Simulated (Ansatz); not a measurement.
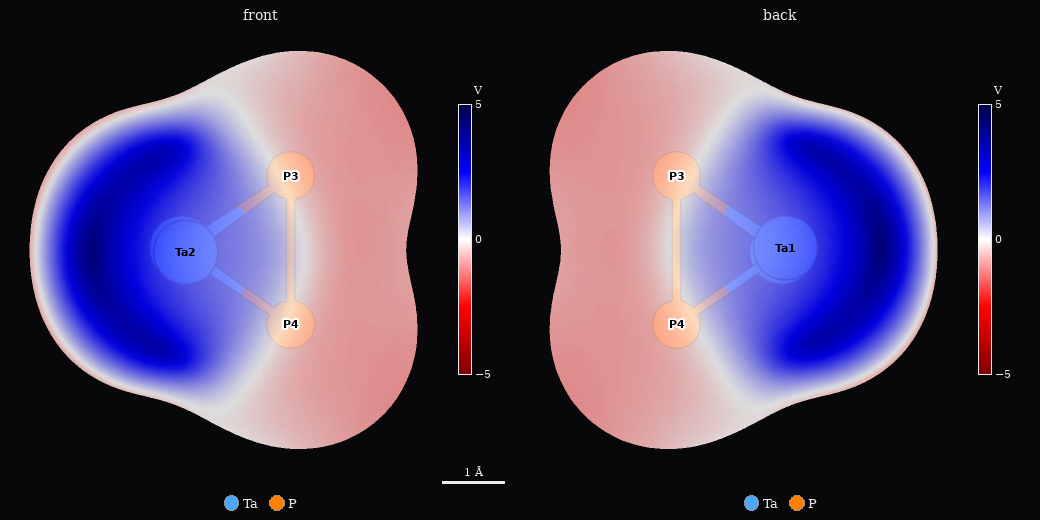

Figure. P2Ta2. The molecular electrostatic potential painted on the density surface at 0.002 e/bohr³, seen from the front and from behind; the colour scale runs from red (negative) to blue (positive).

Geometry: PBE0-D4/def2-SVP; core potentials replace the inner electrons of Ta.

These are results of RKS PBE0-D4/def2-TZVP in Ansatz 0.2.0, not measurements.

> Where is the surface potential most negative and most positive?

The most negative region (about −1.0 V) lies over P3 and P4, the most positive (about +4.0 V) over Ta1 and Ta2.
